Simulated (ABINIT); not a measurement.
# Quasiparticle gap of Te (P3_121) in ABINIT, part 2 of 3

Aim: the G0W0 gap of Te (P3_121) on PBE, step by step.

ABINIT 10.8.3; PBE and many-body steps on it, plane waves. Known limits of the many-body steps: not at the basis limit; model gap, bands may invert with spin-orbit coupling; screening runs away on this mesh; no spin-orbit coupling; coarse k mesh.

So far. Step 2 (Ground state): The gap is direct, at (0.333, 0.333, 0.500).

### 3. Bands along the symmetry lines

Level of this step: DFT, PBE, plane waves, norm-conserving pseudopotentials (ABINIT).

Levels along a band path, at the cheap level, show where the edges lie and whether the meshes to come will hold them.

Input file run.abi:

```
acell 3*1.0 Angstrom
rprim 
  4.457199999972 0.000000000006 0.000000000000
  -2.228599999992 3.860048429721 0.000000000000
  0.000000000000 0.000000000000 5.929000000000
ntypat 1
znucl 52
natom 3
typat 1 1 1
xred 
  0.263300000000 0.000000000000 0.333333333333
  -0.000000000000 0.263300000000 0.666666666667
  0.736700000000 0.736700000000 -0.000000000000
pp_dirpath "pseudos"
pseudos "Te.upf"
ecut 39
iscf -2
irdden 1
kptopt 0
nkpt 39
kpt 
  0.00000000 0.00000000 0.00000000
  0.12500000 0.00000000 0.00000000
  0.25000000 0.00000000 0.00000000
  0.37500000 0.00000000 0.00000000
  0.50000000 0.00000000 0.00000000
  0.45833333 0.08333333 0.00000000
  0.41666666 0.16666666 0.00000000
  0.37500000 0.25000000 0.00000000
  0.33333333 0.33333333 0.00000000
  0.25000000 0.25000000 0.00000000
  0.16666666 0.16666666 0.00000000
  0.08333333 0.08333333 0.00000000
  0.00000000 0.00000000 0.00000000
  0.00000000 0.00000000 0.12500000
  0.00000000 0.00000000 0.25000000
  0.00000000 0.00000000 0.37500000
  0.00000000 0.00000000 0.50000000
  0.12500000 0.00000000 0.50000000
  0.25000000 0.00000000 0.50000000
  0.37500000 0.00000000 0.50000000
  0.50000000 0.00000000 0.50000000
  0.45833333 0.08333333 0.50000000
  0.41666666 0.16666666 0.50000000
  0.37500000 0.25000000 0.50000000
  0.33333333 0.33333333 0.50000000
  0.25000000 0.25000000 0.50000000
  0.16666666 0.16666666 0.50000000
  0.08333333 0.08333333 0.50000000
  0.00000000 0.00000000 0.50000000
  0.50000000 0.00000000 0.50000000
  0.50000000 0.00000000 0.37500000
  0.50000000 0.00000000 0.25000000
  0.50000000 0.00000000 0.12500000
  0.50000000 -0.00000000 0.00000000
  0.33333333 0.33333333 0.50000000
  0.33333333 0.33333333 0.37500000
  0.33333333 0.33333333 0.25000000
  0.33333333 0.33333333 0.12500000
  0.33333333 0.33333333 0.00000000
istwfk *1
nband 43
nbdbuf 2
tolwfr 1e-08
nstep 40
prtwf 0
prtvol 0
indata_prefix "in"
outdata_prefix "out"
tmpdata_prefix "tmp"
```

On the command line:

```sh
$ OMP_NUM_THREADS=1 mpirun -n 8 abinit run.abi > log
```

Numbers of over 12 decimals in the logs are rounded to 6 here.

Log:

```text
.Version 10.8.3 of ABINIT. v10.8.2 released Aug 2026.

 Symmetries : space group P3_1 2 1 (#152); Bravais hP (primitive hexag.)
[... echo of the input left out ...]
== DATASET  1 ==================================================================
-   mpi_nproc: 8, omp_nthreads: 1 (-1 if OMP is not activated)

--- !DatasetInfo
iteration_state: {dtset: 1, }
dimensions: {natom: 3, nkpt: 39, mband: 43, nsppol: 1, nspinor: 1, nspden: 1, mpw: 8042, }
cutoff_energies: {ecut:  39.0, pawecutdg:  -1.0, }
electrons: {nelect:   7.20000000E+01, charge:   0.00000000E+00, occopt:   1.00000000E+00, tsmear:   1.00000000E-02, }

 Real(R)+Recip(G) space primitive vectors, cartesian coordinates (Bohr,Bohr^-1):
 R(1)=  8.4228873  0.0000000  0.0000000  G(1)=  0.1187241  0.0685454  0.0000000
 R(2)= -4.2114436  7.2944344  0.0000000  G(2)=  0.0000000  0.1370908  0.0000000
 R(3)=  0.0000000  0.0000000 11.2041862  G(3)=  0.0000000  0.0000000  0.0892524
 Unit cell volume ucvol=  6.8838742E+02 bohr^3
 Angles (23,13,12)=  9.00000000E+01  9.00000000E+01  1.20000000E+02 degrees

 getcut: wavevector=  0.0000  0.0000  0.0000  ngfft=  48  48  64
         ecut(hartree)=     39.000   => boxcut(ratio)=   2.02714

--- Pseudopotential description ------------------------------------------------
- Te Generated using ONCVPSP code by D. R. Hamann
- 52.00000  24.00000  220131                  znucl, zion, pspdat
12 -101130 3 -1 1294                          pspcod,pspxc,lmax,lloc,mmax
     nproj     2     2     2     2
  pspatm : epsatm=   28.89495404
         --- l  ekb(1:nproj) -->
             0    9.158100   -0.350391
             1    3.254928   -0.666646
             2   -3.247931   -0.911641
[...]
pspatm: atomic psp has been read  and splines computed

--------------------------------------------------------------------------------

================================================================================
 prteigrs : about to open file out_EIG
 Non-SCF case, kpt    1 (  0.00000  0.00000  0.00000), residuals and eigenvalues=
  5.68E-09  9.89E-09  4.85E-09  5.79E-09  2.55E-09  3.56E-09  2.95E-09  2.75E-09
  7.44E-09  8.21E-09  3.24E-09  8.50E-09  4.05E-09  3.69E-09  7.38E-09  6.71E-09
  5.97E-09  9.24E-09  1.62E-09  4.08E-09  3.57E-09  9.32E-09  7.34E-09  6.91E-09
[...]
-5.6313E+00 -5.6313E+00 -5.6313E+00 -3.7968E+00 -3.7968E+00 -3.7967E+00
 -3.7957E+00 -3.7956E+00 -3.7956E+00 -3.7898E+00 -3.7898E+00 -3.7898E+00
 -1.1245E+00 -1.1245E+00 -1.1226E+00 -1.1224E+00 -1.1224E+00 -1.1195E+00
[...]
4.8567E-01
 Non-SCF case, kpt    2 (  0.12500  0.00000  0.00000), residuals and eigenvalues=
[...]
4.8689E-01
 Non-SCF case, kpt    3 (  0.25000  0.00000  0.00000), residuals and eigenvalues=
[...]
5.1515E-01
[...]
Non-SCF case, kpt   38 (  0.33333  0.33333  0.12500), residuals and eigenvalues=
[...]
5.7725E-01
 Non-SCF case, kpt   39 (  0.33333  0.33333  0.00000), residuals and eigenvalues=
[...]
8.3123E-02  8.3123E-02  1.3798E-01  1.3798E-01  1.4388E-01  1.5359E-01
  3.5578E-01  3.5578E-01  3.6863E-01  4.2917E-01  4.6834E-01  4.6834E-01
  5.6724E-01

--- !ResultsGS
iteration_state: {dtset: 1, }
comment   : Summary of ground state results
lattice_vectors:
- [  8.4228873,   0.0000000,   0.0000000, ]
- [ -4.2114436,   7.2944344,   0.0000000, ]
- [  0.0000000,   0.0000000,  11.2041862, ]
lattice_lengths: [   8.42289,    8.42289,   11.20419, ]
lattice_angles: [ 90.000,  90.000, 120.000, ] # degrees, (23, 13, 12)
lattice_volume:   6.8838742E+02
convergence: {deltae:  0.000E+00, res2:  0.000E+00, residm:  9.987E-09, diffor:  0.000E+00, }
etotal    :  -8.41456413E+02
entropy   :   0.00000000E+00
fermie    :   2.49476202E-01
cartesian_stress_tensor: null
pressure_GPa: null
xred      :
- [  2.6330E-01,   9.2519E-17,   3.3333E-01, Te]
- [ -6.8916E-19,   2.6330E-01,   6.6667E-01, Te]
- [  7.3670E-01,   7.3670E-01,   7.4015E-17, Te]
cartesian_forces: null
force_length_stats: {min: null, max: null, mean: null, }

 Integrated electronic density in atomic spheres:
 ------------------------------------------------
 Atom  Sphere_radius  Integrated_density
[...]
================================================================================

 ----iterations are completed or convergence reached----

 Mean square residual over all n,k,spin=   46.690E-10; max=  99.866E-10
 reduced coordinates (array xred) for    3 atoms
[...]
cartesian coordinates (angstrom) at end:
    1      1.173581     1.58e-12     1.976333
    2     -0.586790     1.016351     3.952667
    3      1.641810     2.843698     0.000000
 length scales=  1.889726125908  1.889726125908  1.889726125908 bohr
              =  1.000000000000  1.000000000000  1.000000000000 angstroms
 prteigrs : about to open file out_EIG
 Eigenvalues (hartree) for nkpt=  39  k points:
 kpt#   1, nband= 43, wtk=  1.00000, kpt=  0.0000  0.0000  0.0000 (reduced coord)
[...]
kpt#   2, nband= 43, wtk=  1.00000, kpt=  0.1250  0.0000  0.0000 (reduced coord)
[...]
kpt#   3, nband= 43, wtk=  1.00000, kpt=  0.2500  0.0000  0.0000 (reduced coord)
[...]
kpt#  38, nband= 43, wtk=  1.00000, kpt=  0.3333  0.3333  0.1250 (reduced coord)
[...]
0.46033    0.47345    0.57725
 kpt#  39, nband= 43, wtk=  1.00000, kpt=  0.3333  0.3333  0.0000 (reduced coord)
[...]
-1.11604   -1.11416   -1.11416   -0.20885   -0.14125   -0.14125    0.08312    0.08312
   0.13798    0.13798    0.14388    0.15359    0.35578    0.35578    0.36863    0.42917
   0.46834    0.46834    0.56724

== END DATASET(S) ==============================================================
================================================================================

 -outvars: echo values of variables after computation  --------
            nband          43
             nkpt          39
          spgroup         152
 [... the other variables as echoed above ...]

 Calculation completed.
```

Wall time 45 s (8 MPI ranks of Intel Xeon 6975P-C (Granite Rapids), shared host); peak memory 0.84 GiB.

Numbers from this step:

| Property | Result |
| --- | --- |
| gap | 0.1818 eV |
| k of the valence top | 0.3333, 0.3333, 0.5 |
| k of the conduction bottom | 0.3333, 0.3333, 0.5 |
| least direct gap | 0.1818 eV |

The gap is 0.182 eV, as in the run before at this level.

The electronic bands at the labelled points (eV, zero at the top of the highest filled band):

| point | band 33 | band 34 | band 35 | band 36 | band 37 | band 38 | band 39 | band 40 |
| --- | --- | --- | --- | --- | --- | --- | --- | --- |
| Γ | -2.78 | -1.64 | -1.64 | -0.73 | 1.05 | 1.05 | 1.68 | 5.00 |
| M | -3.52 | -3.45 | -1.11 | -0.83 | 0.95 | 1.05 | 3.07 | 3.77 |
| K | -3.03 | -3.03 | -2.87 | -2.61 | 2.89 | 2.89 | 3.24 | 4.89 |
| Γ | -2.78 | -1.64 | -1.64 | -0.73 | 1.05 | 1.05 | 1.68 | 5.00 |
| A | -2.65 | -1.32 | -1.04 | -1.04 | 0.56 | 0.62 | 0.62 | 4.07 |
| L | -3.64 | -2.37 | -2.03 | -0.21 | 0.80 | 1.96 | 2.59 | 4.60 |
| H | -4.96 | -1.04 | 0.00 | 0.00 | 0.18 | 1.47 | 1.47 | 5.92 |
| A | -2.65 | -1.32 | -1.04 | -1.04 | 0.56 | 0.62 | 0.62 | 4.07 |
| jump to L | -3.64 | -2.37 | -2.03 | -0.21 | 0.80 | 1.96 | 2.59 | 4.60 |
| M | -3.52 | -3.45 | -1.11 | -0.83 | 0.95 | 1.05 | 3.07 | 3.77 |
| jump to H | -4.96 | -1.04 | 0.00 | 0.00 | 0.18 | 1.47 | 1.47 | 5.92 |
| K | -3.03 | -3.03 | -2.87 | -2.61 | 2.89 | 2.89 | 3.24 | 4.89 |

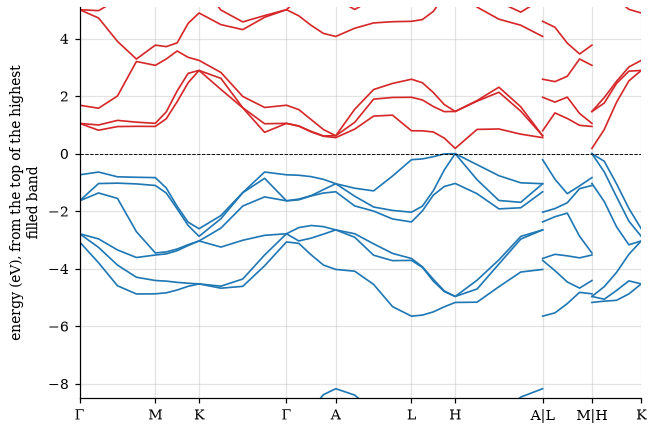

Electronic bands along the path; lines of filled and empty bands in two colours.

### 4. Empty states on the mesh, 3×3×2 mesh, 142 bands

The sums over transitions need many empty states on a uniform mesh; this step solves for them.

Input file run.abi:

```
acell 3*1.0 Angstrom
rprim 
  4.457199999972 0.000000000006 0.000000000000
  -2.228599999992 3.860048429721 0.000000000000
  0.000000000000 0.000000000000 5.929000000000
ntypat 1
znucl 52
natom 3
typat 1 1 1
xred 
  0.263300000000 0.000000000000 0.333333333333
  -0.000000000000 0.263300000000 0.666666666667
  0.736700000000 0.736700000000 -0.000000000000
pp_dirpath "pseudos"
pseudos "Te.upf"
ecut 39
ngkpt 3 3 2
nshiftk 1
shiftk 0 0 0
kptopt 1
chksymbreak 0
iscf -2
irdden 1
istwfk *1
nband 142
nbdbuf 12
tolwfr 1e-09
nstep 60
prtvol 0
indata_prefix "in"
outdata_prefix "out"
tmpdata_prefix "tmp"
```

On the command line:

```sh
$ OMP_NUM_THREADS=1 mpirun -n 6 abinit run.abi > log
```

Log:

```text
.Version 10.8.3 of ABINIT. v10.8.2 released Aug 2026.

 Symmetries : space group P3_1 2 1 (#152); Bravais hP (primitive hexag.)
[... echo of the input left out ...]
== DATASET  1 ==================================================================
-   mpi_nproc: 6, omp_nthreads: 1 (-1 if OMP is not activated)

--- !DatasetInfo
iteration_state: {dtset: 1, }
dimensions: {natom: 3, nkpt: 6, mband: 142, nsppol: 1, nspinor: 1, nspden: 1, mpw: 8029, }
cutoff_energies: {ecut:  39.0, pawecutdg:  -1.0, }
electrons: {nelect:   7.20000000E+01, charge:   0.00000000E+00, occopt:   1.00000000E+00, tsmear:   1.00000000E-02, }

 Real(R)+Recip(G) space primitive vectors, cartesian coordinates (Bohr,Bohr^-1):
 R(1)=  8.4228873  0.0000000  0.0000000  G(1)=  0.1187241  0.0685454  0.0000000
 R(2)= -4.2114436  7.2944344  0.0000000  G(2)=  0.0000000  0.1370908  0.0000000
 R(3)=  0.0000000  0.0000000 11.2041862  G(3)=  0.0000000  0.0000000  0.0892524
 Unit cell volume ucvol=  6.8838742E+02 bohr^3
 Angles (23,13,12)=  9.00000000E+01  9.00000000E+01  1.20000000E+02 degrees

 getcut: wavevector=  0.0000  0.0000  0.0000  ngfft=  48  48  64
         ecut(hartree)=     39.000   => boxcut(ratio)=   2.02714

--- Pseudopotential description ------------------------------------------------
- Te Generated using ONCVPSP code by D. R. Hamann
- 52.00000  24.00000  220131                  znucl, zion, pspdat
12 -101130 3 -1 1294                          pspcod,pspxc,lmax,lloc,mmax
     nproj     2     2     2     2
  pspatm : epsatm=   28.89495404
         --- l  ekb(1:nproj) -->
             0    9.158100   -0.350391
             1    3.254928   -0.666646
             2   -3.247931   -0.911641
[...]
pspatm: atomic psp has been read  and splines computed

--------------------------------------------------------------------------------

================================================================================
 prteigrs : about to open file out_EIG
 Non-SCF case, kpt    1 (  0.00000  0.00000  0.00000), residuals and eigenvalues=
  5.38E-10  4.90E-10  5.93E-10  5.56E-10  4.26E-10  6.94E-10  2.99E-10  6.15E-10
  1.63E-10  9.60E-10  1.87E-10  5.33E-10  2.44E-10  4.56E-10  2.96E-10  3.12E-10
  4.26E-10  2.27E-10  3.85E-10  4.67E-10  3.09E-10  3.23E-10  3.43E-10  2.38E-10
[...]
2.06E-06  4.98E-06  1.94E-05  2.35E-05  2.08E-04  4.46E-04
 -5.6313E+00 -5.6313E+00 -5.6313E+00 -3.7968E+00 -3.7968E+00 -3.7967E+00
 -3.7957E+00 -3.7956E+00 -3.7956E+00 -3.7898E+00 -3.7898E+00 -3.7898E+00
[...]
1.8554E+00  1.9201E+00  1.9201E+00  1.9273E+00  1.9273E+00  1.9456E+00
  1.9584E+00  1.9767E+00  1.9775E+00  1.9842E+00
 prteigrs : prtvol=0 or 1, do not print more k-points.

--- !ResultsGS
iteration_state: {dtset: 1, }
comment   : Summary of ground state results
lattice_vectors:
- [  8.4228873,   0.0000000,   0.0000000, ]
- [ -4.2114436,   7.2944344,   0.0000000, ]
- [  0.0000000,   0.0000000,  11.2041862, ]
lattice_lengths: [   8.42289,    8.42289,   11.20419, ]
lattice_angles: [ 90.000,  90.000, 120.000, ] # degrees, (23, 13, 12)
lattice_volume:   6.8838742E+02
convergence: {deltae:  0.000E+00, res2:  0.000E+00, residm:  9.961E-10, diffor:  0.000E+00, }
etotal    :  -8.41456413E+02
entropy   :   0.00000000E+00
fermie    :   2.49476202E-01
cartesian_stress_tensor: null
pressure_GPa: null
xred      :
- [  2.6330E-01,   9.2519E-17,   3.3333E-01, Te]
- [ -6.8916E-19,   2.6330E-01,   6.6667E-01, Te]
- [  7.3670E-01,   7.3670E-01,   7.4015E-17, Te]
cartesian_forces: null
force_length_stats: {min: null, max: null, mean: null, }

 Integrated electronic density in atomic spheres:
 ------------------------------------------------
 Atom  Sphere_radius  Integrated_density
[...]
================================================================================

 ----iterations are completed or convergence reached----

 Mean square residual over all n,k,spin=   42.613E-11; max=  99.608E-11
 reduced coordinates (array xred) for    3 atoms
[...]
-0.000000000000      0.263300000000      0.666666666667
       0.736700000000      0.736700000000      0.000000000000

 cartesian coordinates (angstrom) at end:
    1      1.173581     1.58e-12     1.976333
    2     -0.586790     1.016351     3.952667
    3      1.641810     2.843698     0.000000
 length scales=  1.889726125908  1.889726125908  1.889726125908 bohr
              =  1.000000000000  1.000000000000  1.000000000000 angstroms
 prteigrs : about to open file out_EIG
 Eigenvalues (hartree) for nkpt=   6  k points:
 kpt#   1, nband=142, wtk=  0.05556, kpt=  0.0000  0.0000  0.0000 (reduced coord)
[...]
1.73762    1.76098    1.76988    1.76988    1.77226    1.77927    1.77927    1.81429
   1.81429    1.82308    1.83649    1.85541    1.85541    1.92009    1.92009    1.92726
   1.92726    1.94563    1.95841    1.97673    1.97751    1.98423
 prteigrs : prtvol=0 or 1, do not print more k-points.

== END DATASET(S) ==============================================================
================================================================================

 -outvars: echo values of variables after computation  --------
            nband         142
             nkpt           6
          spgroup         152
 [... the other variables as echoed above ...]

 Calculation completed.
```

Elapsed: 70 s, on 6 MPI ranks; peak memory 0.66 GiB; 7 min of CPU time.

Numbers from this step:

| Quantity | Value |
| --- | --- |
| gap | 0.1818 eV |
| k of the valence top | 0.3333, 0.3333, 0.5 |
| k of the conduction bottom | 0.3333, 0.3333, 0.5 |
| least direct gap | 0.1818 eV |
| k points computed | 6 |
| lowest point of the top converged band, above the valence top | 42.82 eV |

On this mesh the gap is 0.182 eV.

### 5. Screening, 3×3×2 mesh, 130 bands, screening to 106.1 eV

The RPA dielectric matrix is built and inverted for each q.

This step: RPA screening on PBE, plane waves, norm-conserving pseudopotentials.

Changes to run.abi since step 4:

```diff
@@ -21,10 +21,11 @@
 chksymbreak 0
-iscf -2
-irdden 1
 istwfk *1
-nband 142
-nbdbuf 12
-tolwfr 1e-09
-nstep 60
-prtvol 0
+occopt 1
+irdwfk 1
+optdriver 3
+nband 130
+ecuteps 3.9
+inclvkb 2
+awtr 1
+symchi 1
 indata_prefix "in"
```

On the command line:

```sh
$ OMP_NUM_THREADS=1 mpirun -n 8 abinit run.abi > log
```

Log:

```text
.Version 10.8.3 of ABINIT. v10.8.2 released Aug 2026.

 Symmetries : space group P3_1 2 1 (#152); Bravais hP (primitive hexag.)
[... echo of the input left out ...]
== DATASET  1 ==================================================================
-   mpi_nproc: 8, omp_nthreads: 1 (-1 if OMP is not activated)

--- !DatasetInfo
iteration_state: {dtset: 1, }
dimensions: {natom: 3, nkpt: 6, mband: 130, nsppol: 1, nspinor: 1, nspden: 1, mpw: 8029, }
cutoff_energies: {ecut:  39.0, pawecutdg:  -1.0, }
electrons: {nelect:   7.20000000E+01, charge:   0.00000000E+00, occopt:   1.00000000E+00, tsmear:   1.00000000E-02, }

 SCREENING: Calculation of the susceptibility and dielectric matrices

 Based on a program developped by R.W. Godby, V. Olevano, G. Onida, and L. Reining.
 Incorporated in ABINIT by V. Olevano, G.-M. Rignanese, and M. Torrent.
.Using double precision arithmetic ; gwpc =  8

[... cell and pseudopotentials left out ...]
--------------------------------------------------------------------------------

 ==== K-mesh for the wavefunctions ====
 Number of points in the irreducible wedge :     6
[... list of points left out ...]
 Together with  6 symmetry operations and time-reversal symmetry
 yields    18 points in the full Brillouin Zone.

 ==== Q-mesh for the screening function ====
 Number of points in the irreducible wedge :     6
[... list of points left out ...]
 Together with  6 symmetry operations and time-reversal symmetry
 yields    18 points in the full Brillouin Zone.

 setmesh: FFT mesh size selected  =    27x   27x   45
          total number of points  =        32805

 vcoul_init : cutoff-mode = AUXILIARY_FUNCTION
 q-points for optical limit:   1
     1)      0.000010    0.000020    0.000030

- screening: taking advantage of time-reversal symmetry
- Maximum band index for partially occupied states nbvw = 36
- Remaining bands to be divided among processors   nbcw = 94
- Number of bands treated by each node ~11

 Number of electrons calculated from density =   72.0000; Expected =   72.0000
 average of density, n =  0.104592
 r_s =    1.3167
 omega_plasma =   31.1965 [eV]

 calculating chi0 at frequencies [eV] :
  1    0.000000E+00    0.000000E+00
  2    0.000000E+00    3.119646E+01

--------------------------------------------------------------------------------
  q-point number  1        q = ( 0.000000, 0.000000, 0.000000) [r.l.u.]
--------------------------------------------------------------------------------
[... chi0 elements left out ...]
 For q-point:  0.000010 0.000020 0.000030
  dielectric constant =   1.40249E+03
  dielectric constant without local fields =   1.74707E+03

  Average fulfillment of the sum rule on Im[epsilon] for q-point    1 :     52.82  [%]
[... wings left out ...]
  q-point number  2        q = ( 0.333333, 0.000000, 0.000000) [r.l.u.]
--------------------------------------------------------------------------------
[... chi0 elements left out ...]
  Average fulfillment of the sum rule on Im[epsilon] for q-point    2 :     58.97  [%]

 [... 4 further q-points ...]
```

Wall time 59 s (8 MPI ranks); peak memory 2.4 GiB; 7.9 min of CPU time.

This step gave:

| Property | Result |
| --- | --- |
| ε∞ with local fields, on this mesh, along the program's q direction | 1402 |
| the same without local fields | 1747 |
| plasma frequency | 31.20 eV |
| plane waves in the screening matrix | 237 |

Local fields lower ε∞ by 20 %. The value itself is an artefact of the mesh, where one narrow direct gap carries too much weight.

(Continued in part 3 of 3.)

[Paths, hosts, dates, memory and timing lines, banners, echoed tables and standing remarks are left out of the program output.]

[Logs are printed without paths, hosts, clocks, repeated set-up lines and the standing remarks that a program may print on its own settings, such as how far it seeks lower states.]

[Runs of the session that timed out or met a known fault of the program may be left out.]

[Hosts, paths, dates, database ids (printed as entryN), source tags and the programs' standing remarks are cut or masked in the printed files.]

[G0W0 gaps are taken among the corrected bands and points alone; a level outside them can change the order at an edge.]

[Where Ansatz stands beside ABINIT at settings called matched, ABINIT's density can come from a denser mesh and the files from another edition; pairs whose starting gaps differed by over 0.03 eV were left out, so agreement reads better than it is.]
